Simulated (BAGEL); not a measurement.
# HF/STO-3G (density fitting with qzvpp-jkfit) run of SiN2H4F− (SMILES N[Si-](N)F)

What is the vertical singlet–triplet gap of SiN2H4F− at HF/STO-3G (density fitting with qzvpp-jkfit)? 

The results are computed with BAGEL 1.2.2.

1 further run of the same task is left out (set aside as unsound or not needed). Runs told in other sessions of the task aren't counted.

## (1) The molecule

SiN2H4F−: 8 atoms, total charge -1, spin state singlet. As SMILES, `N[Si-](N)F`. The coordinates come from a GFN2-xTB relaxation. This is one conformer, not always the lowest.

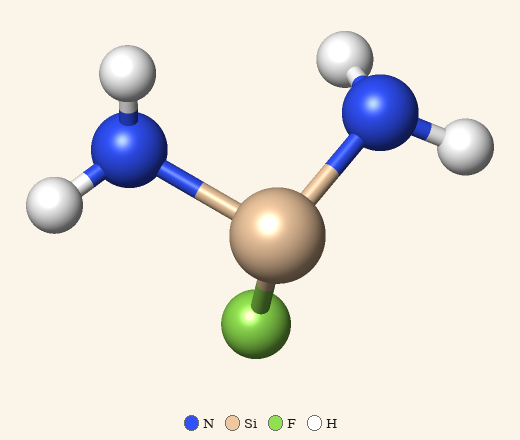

The structure, seen from a chosen angle (nitrogen blue, silicon light orange, fluorine green, hydrogen white).

## (2) The energy at HF/STO-3G (density fitting with qzvpp-jkfit)

Contents of hf.json:

```json
{ "bagel": [

{
  "title": "molecule",
  "basis": "sto-3g",
  "df_basis": "qzvpp-jkfit",
  "angstrom": true,
  "geometry": [
    { "atom": "N", "xyz": [      -0.281310,       1.373800,      -0.294860 ] },
    { "atom": "Si", "xyz": [       0.237770,      -0.229340,      -0.873310 ] },
    { "atom": "N", "xyz": [       0.642260,      -0.946060,       0.743850 ] },
    { "atom": "F", "xyz": [      -1.295860,      -1.066960,      -1.011040 ] },
    { "atom": "H", "xyz": [      -0.855770,       1.855070,      -0.977850 ] },
    { "atom": "H", "xyz": [      -0.796580,       1.361580,       0.585090 ] },
    { "atom": "H", "xyz": [       1.404730,      -0.438480,       1.179350 ] },
    { "atom": "H", "xyz": [       0.944750,      -1.909620,       0.648780 ] }
  ]
},

{ "title": "hf", "charge": -1 },

{ "title": "print", "file": "orbitals.molden", "orbitals": true }

]}
```

The run is started by

```sh
$ BAGEL_NUM_THREADS=1 BAGEL hf.json > hf.out
```

The log of the run:

```text
* using 1 threads per process

  ===============================================================
  ===============================================================

  *** Geometry ***

  { "atom" : "N", "xyz" : [     -0.531599,      2.596106,     -0.557205 ] },
  { "atom" : "Si", "xyz" : [      0.449320,     -0.433390,     -1.650317 ] },
  { "atom" : "N", "xyz" : [      1.213696,     -1.787794,      1.405673 ] },
  { "atom" : "F", "xyz" : [     -2.448820,     -2.016262,     -1.910589 ] },
  { "atom" : "H", "xyz" : [     -1.617171,      3.505574,     -1.847869 ] },
  { "atom" : "H", "xyz" : [     -1.505318,      2.573013,      1.105660 ] },
  { "atom" : "H", "xyz" : [      2.654555,     -0.828607,      2.228649 ] },
  { "atom" : "H", "xyz" : [      1.785319,     -3.608659,      1.226017 ] },

  Number of auxiliary basis functions:      431

  Since a DF basis is specified, we compute 2- and 3-index integrals:
    o Being stored without compression. Storage requirement is 0.003 GB

  Number of basis functions:       28
  Number of electrons      :       41

    * METHOD: MOLECULE                             0.13

  *** RHF ***

  === Nuclear Repulsion ===
   169.4277109290

      * DIIS with orbital gradients will be used.

  === RHF iteration (sto-3g) ===
      0       -493.19167652          0.01813921           0.01
      1       -493.29332178          0.00370089           0.01
      2       -493.29793950          0.00098235           0.01
      3       -493.29845547          0.00019018           0.01
      4       -493.29847880          0.00003909           0.01
      5       -493.29847988          0.00000581           0.01
      6       -493.29847990          0.00000138           0.01
      7       -493.29847990          0.00000039           0.01
      8       -493.29847990          0.00000010           0.01
      9       -493.29847990          0.00000003           0.01
     10       -493.29847990          0.00000001           0.01
    * SCF iteration converged.

    * Permanent dipole moment:
           (   -0.059489,     0.018563,     0.010609) a.u.

    * METHOD: HF                                   0.22

    * METHOD: PRINT                                0.00

  ===============================================================
```

Wall time 0.48 s (1 thread of Arm Neoverse V1, shared host).

## (3) The triplet, same level

Contents of job.json:

```json
{ "bagel": [

{
  "title": "molecule",
  "basis": "sto-3g",
  "df_basis": "qzvpp-jkfit",
  "angstrom": true,
  "geometry": [
    { "atom": "N", "xyz": [      -0.281310,       1.373800,      -0.294860 ] },
    { "atom": "Si", "xyz": [       0.237770,      -0.229340,      -0.873310 ] },
    { "atom": "N", "xyz": [       0.642260,      -0.946060,       0.743850 ] },
    { "atom": "F", "xyz": [      -1.295860,      -1.066960,      -1.011040 ] },
    { "atom": "H", "xyz": [      -0.855770,       1.855070,      -0.977850 ] },
    { "atom": "H", "xyz": [      -0.796580,       1.361580,       0.585090 ] },
    { "atom": "H", "xyz": [       1.404730,      -0.438480,       1.179350 ] },
    { "atom": "H", "xyz": [       0.944750,      -1.909620,       0.648780 ] }
  ]
},

{ "title": "uhf", "charge": -1, "nopen": 2 },

{ "title": "print", "file": "orbitals.molden", "orbitals": true }

]}
```

The run is started by

```sh
$ BAGEL_NUM_THREADS=1 BAGEL job.json > job.out
```

The log of the run:

```text
* using 1 threads per process

  ===============================================================
  ===============================================================

  *** Geometry ***

  { "atom" : "N", "xyz" : [     -0.531599,      2.596106,     -0.557205 ] },
  { "atom" : "Si", "xyz" : [      0.449320,     -0.433390,     -1.650317 ] },
  { "atom" : "N", "xyz" : [      1.213696,     -1.787794,      1.405673 ] },
  { "atom" : "F", "xyz" : [     -2.448820,     -2.016262,     -1.910589 ] },
  { "atom" : "H", "xyz" : [     -1.617171,      3.505574,     -1.847869 ] },
  { "atom" : "H", "xyz" : [     -1.505318,      2.573013,      1.105660 ] },
  { "atom" : "H", "xyz" : [      2.654555,     -0.828607,      2.228649 ] },
  { "atom" : "H", "xyz" : [      1.785319,     -3.608659,      1.226017 ] },

  Number of auxiliary basis functions:      431

  Since a DF basis is specified, we compute 2- and 3-index integrals:
    o Being stored without compression. Storage requirement is 0.003 GB

  Number of basis functions:       28
  Number of electrons      :       41

    * METHOD: MOLECULE                             0.13

  *** Open-shell HF ***

  === Nuclear Repulsion ===
   169.4277109290

      * DIIS with orbital gradients will be used.

  === UHF iteration (sto-3g) ===
      0       -492.89144227          0.03130549           0.03
      1       -493.00553088          0.00731112           0.03
      2       -493.01871163          0.00396077           0.03
      3       -493.02364655          0.00209872           0.03
      4       -493.02607809          0.00095780           0.03
      5       -493.02683475          0.00037026           0.03
      6       -493.02702059          0.00017477           0.03
      7       -493.02708641          0.00008279           0.03
      8       -493.02710264          0.00005650           0.03
      9       -493.02710941          0.00004345           0.03
     10       -493.02711566          0.00003409           0.03
     11       -493.02711965          0.00002519           0.03
     12       -493.02712259          0.00001668           0.03
     13       -493.02712363          0.00001033           0.03
     14       -493.02712393          0.00000398           0.03
     15       -493.02712396          0.00000125           0.03
     16       -493.02712396          0.00000053           0.03
     17       -493.02712396          0.00000026           0.03
     18       -493.02712396          0.00000013           0.03
     19       -493.02712396          0.00000005           0.03
     20       -493.02712396          0.00000003           0.03
     21       -493.02712396          0.00000001           0.03
     22       -493.02712396          0.00000001           0.03
    * SCF iteration converged.

    * S^2 (UHF) is 2.0131

    * Permanent dipole moment:
           (   -0.406781,     0.092090,     0.400129) a.u.

    * METHOD: UHF                                  0.70

    * METHOD: PRINT                                0.00

  ===============================================================
```

Wall time 0.96 s (1 thread of Arm Neoverse V1, shared host).

## (4) Results

At HF/STO-3G (density fitting with qzvpp-jkfit):

| quantity | value |
| --- | --- |
| singlet: total energy | -493.29848 Eh |
| singlet: HOMO energy | 2.82 eV |
| singlet: LUMO energy | 20.99 eV |
| singlet: HOMO–LUMO gap (to an unbound level, set by the basis) | 18.18 eV |
| triplet: total energy | -493.02712 Eh |
| triplet: ⟨S²⟩ | 2.013 |
| vertical energy of the triplet above the singlet | 7.384 eV |

What this shows: At this shape the triplet lies 7.38 eV (712 kJ/mol) above the singlet. For an anion a state so high probably lies above electron detachment. In a minimal basis such a difference can be off by several eV, whatever the method. The HOMO (singlet) lies at positive energy, 2.82 eV: the electron is unbound at this level or held by a compact basis; values depend on the basis.
